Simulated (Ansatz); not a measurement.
Base system: BeS in the zinc blende structure (space group F-43m, No. 216; a = 4.796 Å).

Modification: a hydrostatic pressure of 30 GPa.

Calculations: LDA (Ansatz, a first-principles code, PAW, without spin-orbit coupling).

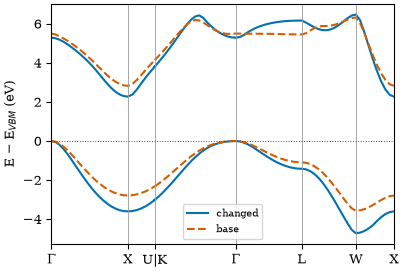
Highest valence and lowest conduction band along the path, each from its own valence-band maximum

Problem. From the figure, how large is the changed gap, and is it direct?

Solution. About 2.3 eV, indirect, Γ → X.

Load acts through the strain it causes; cell and atoms are relaxed under it. Whether these cells are dynamically stable was not tested. No other phases were tried under pressure.
